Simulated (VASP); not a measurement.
Band structure of GaSb (zinc blende). Computed with rev-vdW-DF2, VASP's PBE PAW potentials (set 64) (plane waves; VASP 6.6.1).

Unless said otherwise, spin-orbit coupling is left out, though it shifts the bands of the heavy elements here.

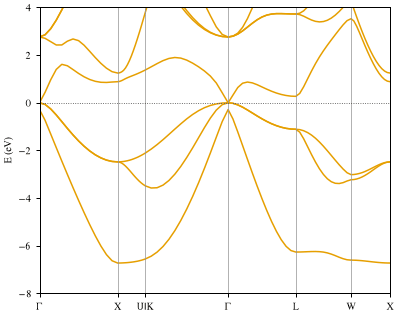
Fig. 1. Bands along high-symmetry lines, zero at the valence-band maximum or, without a gap, the Fermi level

Problem. Read the plot: is there a gap, and where are the band edges?

Solution. It has no gap at this level: it comes out as a metal or semimetal. (Edges off the drawn lines would not show.)

The compound is GaSb in the zinc blende structure. It was relaxed first.
